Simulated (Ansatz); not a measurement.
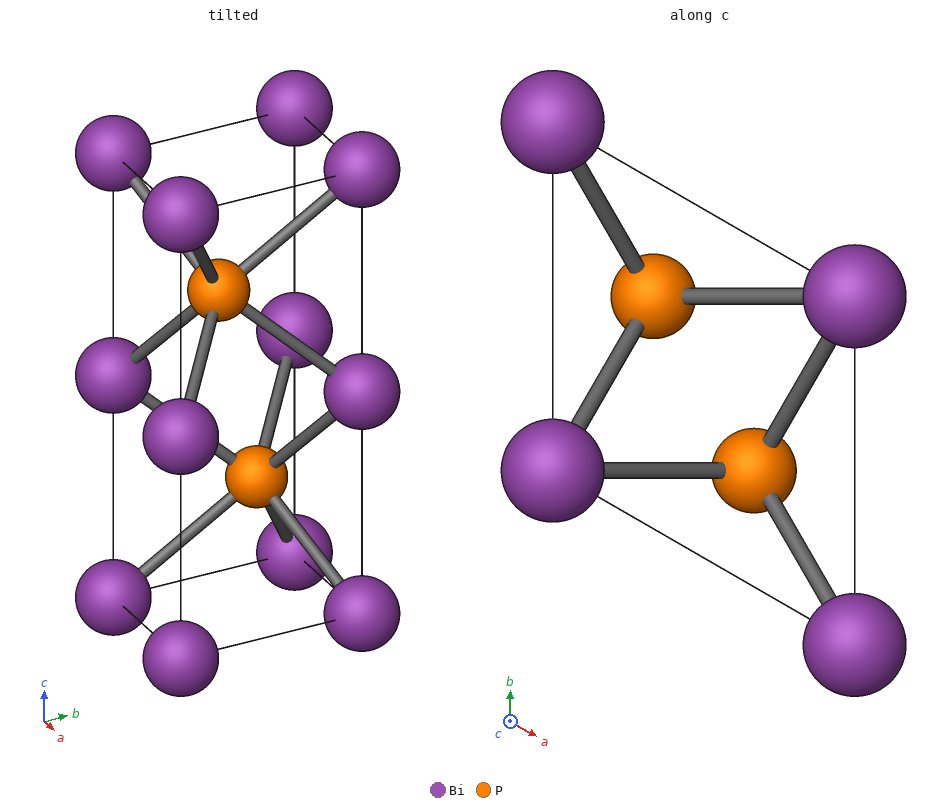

Structure drawing (ball-and-stick), viewed slightly off an axis and along the c axis. The edges of the conventional unit cell are marked.

BiP, nickel arsenide (NiAs) type, space group P6_3/mmc (No. 194), a = 4.050 Å, b = 4.050 Å, c = 7.216 Å, α = 90.00°, β = 90.00°, γ = 120.00°. The starting point was a structure type filled with these elements by a generator (whether the compound takes this form wasn't checked). Earlier steps of the study, as a rule a relaxation of our own, may have changed the cell and positions, so they can lie some per cent off the listed ones. A calculation with Ansatz used it as input.

This one geometry was computed with Ansatz (DFT, plane waves, PAW) at four levels of theory: PBEsol, PBE with spin-orbit coupling, LDA and r2SCAN.

Which level gives the highest pressure at this volume, and what does that say about its equilibrium volume?

Highest: PBE with spin-orbit coupling (0.6 GPa), which points to the largest equilibrium volume. Lowest, with the smallest volume: LDA (-4.2 GPa). Levels within 0.5 GPa of each other can't be told apart.

How does the band gap change with the level of theory?

All levels give a metal, though semilocal functionals underestimate gaps and can close a small one.

Collect the results in a table.

| level | cutoff (eV) | k-mesh of the run's cell | gap (eV) | pressure (GPa) |
| --- | --- | --- | --- | --- |
| PBEsol | 420 | 10×10×6 | metal | -2.9 |
| PBE with spin-orbit coupling | 420 | 10×10×6 | metal | 0.6 |
| LDA | 420 | 10×10×6 | metal | -4.2 |
| r2SCAN | 500 | 10×10×6 | metal | -1.0 |

Gaps are taken on the k-mesh or band path of each run.
